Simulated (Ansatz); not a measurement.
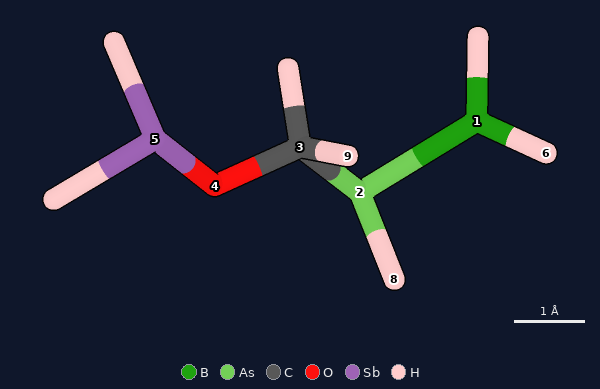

Figure 1. The input geometry (stick view, seen at a tilt; atoms are numbered from 1 in the order of the input). Sticks mark near contacts.

CH7AsBOSb: geometry relaxation

- system: CH7AsBOSb, SMILES B[AsH]C[O][SbH2]
- method: RKS PBE0/def2-SVP (Ansatz 0.2.0)

It belongs to a series of runs on one base structure; here: end point B relaxed. Figures and captions count atoms from 1; the log counts them from 0 in places.

## Input
```yaml
crystal:
  periodic: [false, false, false]
  atoms:
    - { symbol: B, position_ang: [-0.5602, 2.0759, 1.6306] }
    - { symbol: As, position_ang: [-1.0585, 0.1287, 1.5157] }
    - { symbol: C, position_ang: [-2.19269, 0.23471, 3.11629] }
    - { symbol: O, position_ang: [-2.70836, -0.99307, 3.45457] }
    - { symbol: Sb, position_ang: [-3.85337, -0.86797, 5.10005] }
    - { symbol: H, position_ang: [0.4732, 2.4813, 1.9418] }
    - { symbol: H, position_ang: [-1.3751, 2.9243, 1.2715] }
    - { symbol: H, position_ang: [0.14319, -0.32402, 2.35846] }
    - { symbol: H, position_ang: [-1.63868, 0.72258, 3.90011] }
    - { symbol: H, position_ang: [-3.09482, 0.8961, 2.82724] }
    - { symbol: H, position_ang: [-5.21572, -0.40598, 4.06563] }
    - { symbol: H, position_ang: [-4.30161, -2.54474, 4.98694] }
basis:
  gaussian: { orbitals: def2-SVP }
hamiltonian:
  xc: pbe0
relax:
  f_tol: 0.015
  max_steps: 40
```

Machine: 2 threads of Arm Neoverse V1, 24 GiB of memory available, shared host.

Launch command:
```bash
ansatz run input.yaml --threads 2 --pin off --max-ram 3072MiB --backend cpu --events-out ev --progress --plain --runs-dir out
```

## The program's output
```
The last accepted step is kept in [file] (removed where the run ends without a failure and the disk answers)
Engine: ansatz 0.2.0, aarch64-unknown-linux-gnu
Functional definition: PBE0
  parameter a = 0.25
  parameter kappa = 0.804
  parameter beta = 0.06672455060314922
  exchange = (1 - a)*pbe_x(kappa = kappa, mu = beta*pi^2/3) + a*exact_x
  correlation = pbe_c(beta = beta)
1545 factors; integrals over basis functions are off by at most 3.3e-4 eV
mean field evaluation 1: about -71223.9242 eV, gradient 4.6e1 eV
mean field evaluation 2: about -71204.9227 eV, gradient 1.0e2 eV
mean field evaluation 4: about -71228.6634 eV, gradient 6.8e0 eV
mean field evaluation 8: about -71228.8125 eV, gradient 9.8e-2 eV
mean field evaluation 16: about -71228.8125 eV, gradient 2.5e-5 eV
mean field -71228.81248872 eV, -2617.6105783373 hartree, gradient 2.5e-5 eV, S^2 0.000000; 0 other end points of the search recorded, 0 dependent functions left out
the calculation of the forces begins
reference -71228.81252117 eV, -2617.6105795299 hartree; 41, 41 occupied and 94, 94 virtual orbitals, 1545 factors
relax step   1: F+E_penalty+E_count = -71228.81248872 eV  Δ(F+E_penalty+E_count) = +0.000e0 eV  max|allowed force component| = 2.592e0 eV/Å  Δτ_max = 0.0000 Å  (27 SCF iters, accepted)
these checks for a lower state are left out or cut short: starts, cluster_reference, orbital_swaps, neighbouring_geometries, increment
1545 factors; integrals over basis functions are off by at most 3.8e-4 eV
mean field -71229.05628736 eV, -2617.6195377722 hartree, gradient 1.1e-5 eV, S^2 0.000000; 0 other end points of the search recorded, 0 dependent functions left out
[... from here on the field's lines of each further geometry are left out, up to the last ...]
relax step   2: F+E_penalty+E_count = -71229.05628736 eV  Δ(F+E_penalty+E_count) = -2.438e-1 eV  max|allowed force component| = 6.886e-1 eV/Å  Δτ_max = 0.1949 Å  (32 SCF iters, accepted)
relax step   3: F+E_penalty+E_count = -71229.16006643 eV  Δ(F+E_penalty+E_count) = -1.038e-1 eV  max|allowed force component| = 3.136e-1 eV/Å  Δτ_max = 0.1942 Å  (32 SCF iters, accepted)
relax step   4: F+E_penalty+E_count = -71229.20432696 eV  Δ(F+E_penalty+E_count) = -4.426e-2 eV  max|allowed force component| = 6.639e-1 eV/Å  Δτ_max = 0.1960 Å  (32 SCF iters, accepted)
relax step   5: F+E_penalty+E_count = -71229.26142905 eV  Δ(F+E_penalty+E_count) = -5.710e-2 eV  max|allowed force component| = 2.911e-1 eV/Å  Δτ_max = 0.2000 Å  (32 SCF iters, accepted)
relax step   6: F+E_penalty+E_count = -71229.28408240 eV  Δ(F+E_penalty+E_count) = -2.265e-2 eV  max|allowed force component| = 2.112e-1 eV/Å  Δτ_max = 0.2000 Å  (31 SCF iters, accepted)
relax step   7: F+E_penalty+E_count = -71229.28787627 eV  Δ(F+E_penalty+E_count) = -3.794e-3 eV  max|allowed force component| = 1.143e-1 eV/Å  Δτ_max = 0.1111 Å  (30 SCF iters, accepted)
relax step   8: F+E_penalty+E_count = -71229.28998547 eV  Δ(F+E_penalty+E_count) = -2.109e-3 eV  max|allowed force component| = 5.851e-2 eV/Å  Δτ_max = 0.0236 Å  (32 SCF iters, accepted)
relax step   9: F+E_penalty+E_count = -71229.29057588 eV  Δ(F+E_penalty+E_count) = -5.904e-4 eV  max|allowed force component| = 3.379e-2 eV/Å  Δτ_max = 0.0294 Å  (32 SCF iters, accepted)
relax step  10: F+E_penalty+E_count = -71229.29096706 eV  Δ(F+E_penalty+E_count) = -3.912e-4 eV  max|allowed force component| = 1.607e-2 eV/Å  Δτ_max = 0.0217 Å  (32 SCF iters, accepted)
relax step  11: F+E_penalty+E_count = -71229.29107970 eV  Δ(F+E_penalty+E_count) = -1.126e-4 eV  max|allowed force component| = 3.219e-2 eV/Å  Δτ_max = 0.0259 Å  (32 SCF iters, accepted)
relax step  12: F+E_penalty+E_count = -71229.29123186 eV  Δ(F+E_penalty+E_count) = -1.522e-4 eV  max|allowed force component| = 2.290e-2 eV/Å  Δτ_max = 0.0077 Å  (25 SCF iters, accepted)
the calculation of the forces begins
reference -71229.29130494 eV, -2617.6281745089 hartree; 41, 41 occupied and 94, 94 virtual orbitals, 1545 factors
relax step  13: F+E_penalty+E_count = -71229.29127202 eV  Δ(F+E_penalty+E_count) = -4.016e-5 eV  max|allowed force component| = 1.436e-2 eV/Å  Δτ_max = 0.0039 Å  (24 SCF iters, accepted)
```

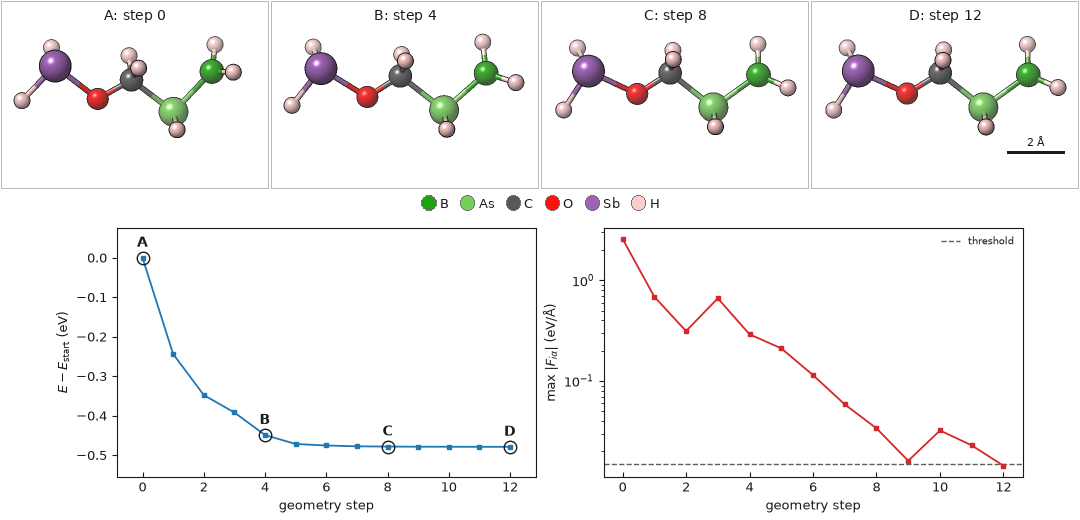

Figure 2. Frames of the relaxation (ball-and-stick view, seen at a tilt) above the curves, on which the letters mark them (the first geometry is step 0 here and step 1 in the log).

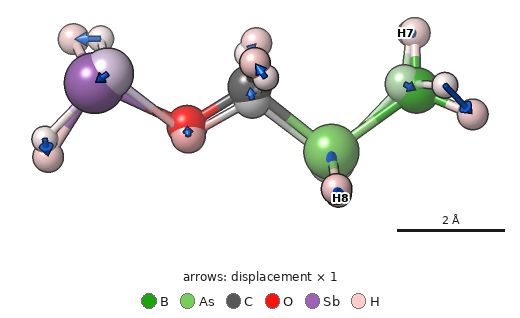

Figure 3. Start (faint) and end (solid) with the displacements as blue arrows, at true length (ball-and-stick view, seen at a tilt). The two geometries are laid on each other by the best rigid fit. The atom that moves furthest after the best rigid fit is H6 (0.93 Å). By element the largest moves are H 0.93 Å, As 0.36 Å, Sb 0.31 Å, B 0.27 Å, C 0.25 Å, O 0.22 Å. Among the contacts that change: B1–H6 1.153 → 1.207 Å, C3–H10 1.155 → 1.109 Å, B1–As2 2.013 → 1.967 Å, Sb5–H11 1.772 → 1.728 Å. Among the angles that change: B1–As2–C3 92.5° → 105.4°, C3–As2–H8 91.2° → 101.1°, B1–As2–H8 93.4° → 102.3°. The energy falls by 0.479 eV in 12 geometry steps. The largest force component goes from 2.6 to 0.014 eV/Å. (Atoms are counted from 1 in the order of the input.)

```
1545 factors; integrals over basis functions are off by at most 4.0e-4 eV
mean field -71229.29127202 eV, -2617.6281732992 hartree, gradient 1.4e-5 eV, S^2 0.000000; 1 other end points of the search recorded, 0 dependent functions left out
the calculation of the forces begins
reference -71229.29130494 eV, -2617.6281745089 hartree; 41, 41 occupied and 94, 94 virtual orbitals, 1545 factors
Total energy: -71229.29130494 eV, -2617.6281745089 hartree
Atom 0 at    -0.388011     2.101498     1.430542 Å, force    -0.002424     0.000569    -0.001435 eV/Å
Atom 1 at    -0.929283     0.255471     1.839716 Å, force    -0.000930    -0.003259     0.001449 eV/Å
Atom 2 at    -2.317127     0.413984     3.243996 Å, force    -0.005119    -0.014356     0.001846 eV/Å
Atom 3 at    -2.867671    -0.846636     3.447251 Å, force     0.005721     0.011923    -0.001312 eV/Å
Atom 4 at    -3.994597    -1.147988     5.092248 Å, force    -0.000766     0.001485    -0.000031 eV/Å
Atom 5 at     0.743917     2.321231     1.073999 Å, force     0.001369     0.000898    -0.000712 eV/Å
Atom 6 at    -1.224389     2.970828     1.356924 Å, force     0.000276     0.000026     0.001976 eV/Å
Atom 7 at     0.247327    -0.253302     2.648124 Å, force     0.001845     0.001602    -0.000762 eV/Å
Atom 8 at    -1.858854     0.847635     4.153871 Å, force    -0.000235     0.001233    -0.001403 eV/Å
Atom 9 at    -3.045002     1.153271     2.852904 Å, force     0.000833    -0.000013     0.001666 eV/Å
Atom 10 at    -5.499802    -0.701301     4.370756 Å, force     0.000945    -0.000995    -0.000462 eV/Å
Atom 11 at    -4.249169    -2.786881     4.658560 Å, force    -0.001515     0.000886    -0.000820 eV/Å
Dipole moment:    -0.230800     0.036344     0.547066 e Å
```

## Trajectory as extended XYZ (Å, eV, eV/Å), 13 frames, from step=1 to step=13
```
12
Properties=species:S:1:pos:R:3:forces:R:3 step=1 energy=-71228.81249
B    -0.5602    2.0759    1.6306   -1.5908   0.1506  -0.8351
As   -1.0585    0.1287    1.5157    0.8040  -0.1159   0.1875
C    -2.1927    0.2347    3.1163   -2.5919   0.8805  -1.1698
O    -2.7084   -0.9931    3.4546    0.6149  -0.8780   0.3313
Sb   -3.8534   -0.8680    5.1001   -0.8018  -0.3564  -0.4327
H     0.4732    2.4813    1.9418    1.4356   0.3203   0.3298
H    -1.3751    2.9243    1.2715    0.1140  -0.3852   0.2670
H     0.1432   -0.3240    2.3585   -0.0359  -0.1445  -0.3175
H    -1.6387    0.7226    3.9001    0.4614   0.4274   0.8116
H    -3.0948    0.8961    2.8272    1.2495  -0.1034   0.2277
H    -5.2157   -0.4060    4.0656    0.2693  -0.0957   0.5655
H    -4.3016   -2.5447    4.9869    0.0717   0.3003   0.0346
12
Properties=species:S:1:pos:R:3:forces:R:3 step=2 energy=-71229.05629
B    -0.5292    2.1021    1.5730   -0.5229  -0.0952   0.1072
As   -0.9791    0.1346    1.5703    0.1151   0.2173  -0.1976
C    -2.2393    0.2776    3.1082   -0.3814   0.0746  -0.2809
O    -2.6438   -1.0016    3.4776   -0.2989   0.0903   0.0291
Sb   -3.9249   -0.9388    5.0474    0.5255   0.1697   0.6886
H     0.5579    2.5018    1.8529    0.4278   0.1246  -0.1901
H    -1.4098    2.9150    1.3275    0.1804  -0.2806   0.0690
H     0.2421   -0.3910    2.3271   -0.1766   0.1174   0.0604
H    -1.7017    0.8049    3.9078   -0.0073   0.1129   0.3065
H    -3.0961    0.9322    2.7844    0.4880  -0.2407  -0.0168
H    -5.3242   -0.4270    4.2262   -0.2516  -0.0202  -0.3687
H    -4.3347   -2.5819    4.9663   -0.0979  -0.2702  -0.2067
12
Properties=species:S:1:pos:R:3:forces:R:3 step=3 energy=-71229.16007
B    -0.5105    2.1106    1.5907    0.2450  -0.0397  -0.2126
As   -0.9743    0.1524    1.5913    0.0958   0.2718   0.2144
C    -2.2545    0.2882    3.1230   -0.0290  -0.1346  -0.0453
O    -2.6887   -0.9887    3.4820   -0.1477   0.2726   0.0201
Sb   -3.9296   -0.9591    5.0885    0.2475   0.0128   0.1814
H     0.6417    2.5072    1.6778   -0.3136  -0.1051  -0.1241
H    -1.4061    2.9071    1.3819    0.1068  -0.0918   0.1770
H     0.2312   -0.3694    2.3645   -0.0672   0.0257   0.0183
H    -1.7483    0.8133    3.9571   -0.0407  -0.0096  -0.0208
H    -3.0661    0.9544    2.7547    0.0516  -0.1031   0.0202
H    -5.3302   -0.4821    4.2247   -0.1466   0.0344  -0.1348
H    -4.3473   -2.6060    4.9328   -0.0020  -0.1335  -0.0939
12
Properties=species:S:1:pos:R:3:forces:R:3 step=4 energy=-71229.20433
B    -0.4686    2.1098    1.5406    0.2978   0.1830   0.1953
As   -0.9595    0.1708    1.6300    0.0652   0.1326   0.2056
C    -2.2778    0.2971    3.1317    0.0766  -0.0839   0.0721
O    -2.7283   -0.9739    3.4873    0.0382   0.2388  -0.0256
Sb   -3.9356   -0.9791    5.1167   -0.0429  -0.1287  -0.1767
H     0.7044    2.5013    1.4922   -0.6639  -0.2366  -0.1602
H    -1.3906    2.9143    1.5103    0.2965  -0.1585  -0.0299
H     0.2309   -0.3470    2.4215    0.0030   0.0088  -0.0232
H    -1.8037    0.8297    3.9837   -0.0227  -0.0222  -0.1371
H    -3.0715    0.9567    2.7300   -0.0930   0.0047   0.0061
H    -5.3423   -0.5153    4.2238   -0.0074   0.0191   0.0794
H    -4.3399   -2.6364    4.9011    0.0525   0.0427  -0.0058
12
Properties=species:S:1:pos:R:3:forces:R:3 step=5 energy=-71229.26143
B    -0.4378    2.1093    1.5325    0.2584  -0.0825   0.0153
As   -0.9431    0.1905    1.6935   -0.2087   0.2302   0.0832
C    -2.3114    0.3282    3.1444    0.1056   0.0139  -0.1215
O    -2.7557   -0.9450    3.4777    0.0135   0.0738   0.0036
Sb   -3.9372   -1.0291    5.1126   -0.0560  -0.0908  -0.0114
H     0.7190    2.4227    1.3089   -0.2911  -0.0515  -0.0227
H    -1.3063    2.9532    1.5603    0.0553  -0.0244  -0.0300
H     0.2292   -0.3163    2.5016    0.1075  -0.0321   0.0686
H    -1.8629    0.8712    3.9993    0.0032  -0.0128   0.0032
H    -3.1055    0.9812    2.7243    0.0178  -0.0405  -0.0175
H    -5.3736   -0.5539    4.2780   -0.0183   0.0015   0.0348
H    -4.2975   -2.6843    4.8358    0.0128   0.0153  -0.0054
12
Properties=species:S:1:pos:R:3:forces:R:3 step=6 energy=-71229.28408
B    -0.3776    2.1107    1.4874    0.0164   0.2112  -0.0111
As   -0.9590    0.2617    1.7801    0.0082  -0.1924  -0.0273
C    -2.3509    0.3820    3.1801   -0.0903   0.1309   0.0715
O    -2.8038   -0.8962    3.4776    0.0580  -0.0343  -0.0773
Sb   -3.9456   -1.1199    5.1220   -0.0374  -0.0078   0.0324
H     0.7653    2.3101    1.1502   -0.0297   0.0135  -0.0064
H    -1.1773    3.0218    1.4851    0.0492  -0.0734  -0.0215
H     0.2077   -0.2769    2.5832    0.0004  -0.0242   0.0057
H    -1.9274    0.9113    4.0573   -0.0421   0.0020  -0.0325
H    -3.1388    1.0319    2.7407    0.0716  -0.0109   0.0604
H    -5.4282   -0.6463    4.3697   -0.0031  -0.0044   0.0097
H    -4.2470   -2.7622    4.7355   -0.0011  -0.0100  -0.0034
12
Properties=species:S:1:pos:R:3:forces:R:3 step=7 energy=-71229.28788
B    -0.3829    2.1014    1.4558    0.0729  -0.0366  -0.0077
As   -0.9455    0.2437    1.8046   -0.1129   0.0944   0.1143
C    -2.3367    0.4163    3.2140    0.0087  -0.0392  -0.0810
O    -2.8324   -0.8596    3.4553   -0.0347  -0.0157   0.0486
Sb   -3.9597   -1.1424    5.1034   -0.0163   0.0042  -0.0027
H     0.7552    2.3121    1.1121   -0.0051   0.0259  -0.0024
H    -1.2003    2.9909    1.4163   -0.0086  -0.0183  -0.0060
H     0.2079   -0.2847    2.6353    0.0205   0.0249  -0.0273
H    -1.9007    0.8969    4.1117    0.0371  -0.0100  -0.0255
H    -3.0979    1.1129    2.8047    0.0428  -0.0217  -0.0166
H    -5.4565   -0.6784    4.3741   -0.0029  -0.0088   0.0119
H    -4.2334   -2.7813    4.6816   -0.0016   0.0007  -0.0056
12
Properties=species:S:1:pos:R:3:forces:R:3 step=8 energy=-71229.28998
B    -0.3698    2.1085    1.4534   -0.0272  -0.0445  -0.0306
As   -0.9484    0.2572    1.8132    0.0165   0.0585   0.0241
C    -2.3398    0.4120    3.2183    0.0096  -0.0104   0.0054
O    -2.8359   -0.8638    3.4627   -0.0193   0.0217  -0.0034
Sb   -3.9697   -1.1479    5.1070    0.0060  -0.0081   0.0114
H     0.7666    2.3147    1.1005   -0.0090  -0.0039   0.0182
H    -1.1878    2.9972    1.3989    0.0058  -0.0051   0.0117
H     0.2154   -0.2746    2.6272   -0.0092   0.0017  -0.0051
H    -1.9005    0.8933    4.1141    0.0027  -0.0097  -0.0143
H    -3.0993    1.1077    2.8065    0.0162  -0.0073  -0.0035
H    -5.4725   -0.6900    4.3868    0.0049   0.0014  -0.0126
H    -4.2409   -2.7864    4.6802    0.0029   0.0056  -0.0011
12
Properties=species:S:1:pos:R:3:forces:R:3 step=9 energy=-71229.29058
B    -0.3755    2.1056    1.4408   -0.0114  -0.0020   0.0153
As   -0.9443    0.2596    1.8215    0.0032  -0.0117   0.0338
C    -2.3333    0.4130    3.2272   -0.0102   0.0078  -0.0095
O    -2.8482   -0.8576    3.4567   -0.0019   0.0031  -0.0076
Sb   -3.9763   -1.1495    5.1028    0.0001  -0.0014  -0.0007
H     0.7608    2.3125    1.0902    0.0009  -0.0007  -0.0013
H    -1.1958    2.9912    1.3833   -0.0022  -0.0015  -0.0070
H     0.2176   -0.2634    2.6427    0.0133  -0.0009  -0.0237
H    -1.8841    0.8750    4.1277   -0.0027   0.0074  -0.0084
H    -3.0829    1.1243    2.8244    0.0114   0.0005   0.0096
H    -5.4792   -0.6959    4.3809   -0.0017   0.0030  -0.0022
H    -4.2414   -2.7870    4.6707    0.0011  -0.0036   0.0015
12
Properties=species:S:1:pos:R:3:forces:R:3 step=10 energy=-71229.29097
B    -0.3809    2.1038    1.4393   -0.0156   0.0063  -0.0071
As   -0.9396    0.2584    1.8286    0.0014  -0.0138   0.0160
C    -2.3283    0.4146    3.2328   -0.0030  -0.0161   0.0078
O    -2.8576   -0.8523    3.4520    0.0051   0.0070  -0.0038
Sb   -3.9825   -1.1499    5.0992    0.0017   0.0120  -0.0054
H     0.7543    2.3143    1.0896    0.0150   0.0066  -0.0032
H    -1.2074    2.9830    1.3693    0.0014  -0.0031   0.0042
H     0.2284   -0.2614    2.6430    0.0031   0.0011  -0.0104
H    -1.8736    0.8645    4.1368   -0.0102   0.0069  -0.0070
H    -3.0692    1.1374    2.8349    0.0092   0.0008   0.0078
H    -5.4849   -0.6963    4.3761   -0.0035  -0.0063   0.0048
H    -4.2413   -2.7884    4.6674   -0.0046  -0.0015  -0.0037
12
Properties=species:S:1:pos:R:3:forces:R:3 step=11 energy=-71229.29108
B    -0.3878    2.1014    1.4308   -0.0053   0.0064   0.0275
As   -0.9311    0.2555    1.8376   -0.0037  -0.0011  -0.0193
C    -2.3193    0.4152    3.2411    0.0053  -0.0322   0.0149
O    -2.8638   -0.8476    3.4495   -0.0009   0.0294  -0.0034
Sb   -3.9919   -1.1473    5.0943   -0.0005  -0.0066   0.0020
H     0.7469    2.3213    1.0851    0.0105   0.0024  -0.0179
H    -1.2221    2.9731    1.3569    0.0017  -0.0107  -0.0035
H     0.2457   -0.2585    2.6429   -0.0080   0.0104   0.0044
H    -1.8607    0.8536    4.1487   -0.0120  -0.0004  -0.0045
H    -3.0507    1.1500    2.8478    0.0073  -0.0037   0.0024
H    -5.4989   -0.7032    4.3751    0.0020   0.0071  -0.0059
H    -4.2489   -2.7855    4.6592    0.0035  -0.0011   0.0032
12
Properties=species:S:1:pos:R:3:forces:R:3 step=12 energy=-71229.29123
B    -0.3879    2.1016    1.4318   -0.0052   0.0035  -0.0052
As   -0.9300    0.2557    1.8389   -0.0032  -0.0061   0.0007
C    -2.3178    0.4147    3.2429   -0.0043  -0.0229   0.0058
O    -2.8666   -0.8467    3.4477    0.0047   0.0220  -0.0016
Sb   -3.9933   -1.1476    5.0930   -0.0017  -0.0028  -0.0016
H     0.7446    2.3206    1.0778    0.0085   0.0045  -0.0035
H    -1.2239    2.9713    1.3559    0.0017  -0.0023   0.0047
H     0.2459   -0.2553    2.6471    0.0004   0.0037  -0.0003
H    -1.8589    0.8495    4.1521   -0.0067   0.0008  -0.0043
H    -3.0467    1.1528    2.8511    0.0042  -0.0028   0.0049
H    -5.4994   -0.7027    4.3724    0.0007   0.0035  -0.0017
H    -4.2487   -2.7860    4.6581    0.0009  -0.0012   0.0022
12
Properties=species:S:1:pos:R:3:forces:R:3 step=13 energy=-71229.29127
B    -0.3880    2.1015    1.4305   -0.0024   0.0006  -0.0014
As   -0.9293    0.2555    1.8397   -0.0009  -0.0033   0.0014
C    -2.3171    0.4140    3.2440   -0.0051  -0.0144   0.0018
O    -2.8677   -0.8466    3.4473    0.0057   0.0119  -0.0013
Sb   -3.9946   -1.1480    5.0922   -0.0008   0.0015   0.0000
H     0.7439    2.3212    1.0740    0.0014   0.0009  -0.0007
H    -1.2244    2.9708    1.3569    0.0003   0.0000   0.0020
H     0.2473   -0.2533    2.6481    0.0018   0.0016  -0.0008
H    -1.8589    0.8476    4.1539   -0.0002   0.0012  -0.0014
H    -3.0450    1.1533    2.8529    0.0008   0.0000   0.0017
H    -5.4998   -0.7013    4.3708    0.0009  -0.0010  -0.0005
H    -4.2492   -2.7869    4.6586   -0.0015   0.0009  -0.0008
```

## Summary

```json
{"quantity": "outcome", "value": "converged"}
{"quantity": "total energy", "value": "−71229.2913 eV"}
{"quantity": "mean-field energy", "value": "−71229.2913 eV"}
{"quantity": "largest force (length of the vector) at the end", "value": "0.015 eV/Å"}
{"quantity": "wall time", "value": "95 s (CPU time 3.1 min)"}
{"quantity": "peak memory", "value": "0.43 GiB"}
```
